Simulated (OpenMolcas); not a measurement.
# How basis sets differ on AlH5O (Al(H2O)H3)

AlH5O: 7 atoms, total charge 0, spin state singlet. SMILES: `[H][Al]([H])([H])<-[OH2]`. The shape comes from GFN2-xTB, which is rough for such elements, and wasn't checked as a minimum.

Quantity: the HOMO–LUMO gap, in eV. The values are calculated.

| level | kind | program | value (eV) | CPU time |
| --- | --- | --- | --- | --- |
| HF/STO-3G | Hartree–Fock | OpenMolcas | 19.56 | 1.9 s |
| HF/3-21G | Hartree–Fock | OpenMolcas | 13.49 | 1.9 s |
| HF/ANO-XS-VDZ (DKH2, RICD fitting) | Hartree–Fock | OpenMolcas | 13.37 | 2.6 s |
| HF/def2-SVP | Hartree–Fock | OpenMolcas | 13.28 | 2.8 s |
| HF/def2-SVPD | Hartree–Fock | OpenMolcas | 11.73 | 6.9 s |
| HF/cc-pVTZ-DK (DKH3) | Hartree–Fock | OpenMolcas | 12.69 | 26 s |

The values span 11.73 to 19.56 eV. A Hartree–Fock LUMO above zero doesn't converge with the basis: it sinks as sets grow more diffuse. Orbital gaps aren't excitation energies. Times are those of the runs behind each value, whatever else they computed, on shared processors of several kinds: orders of magnitude only.

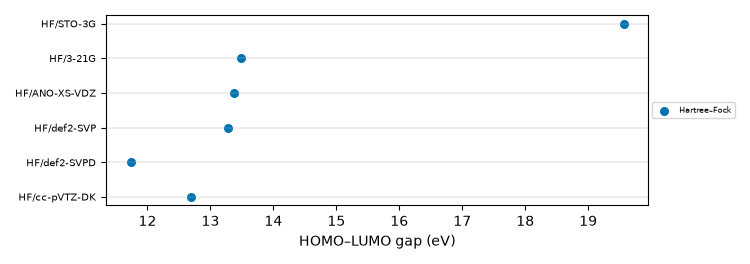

The values of the table, level by level.
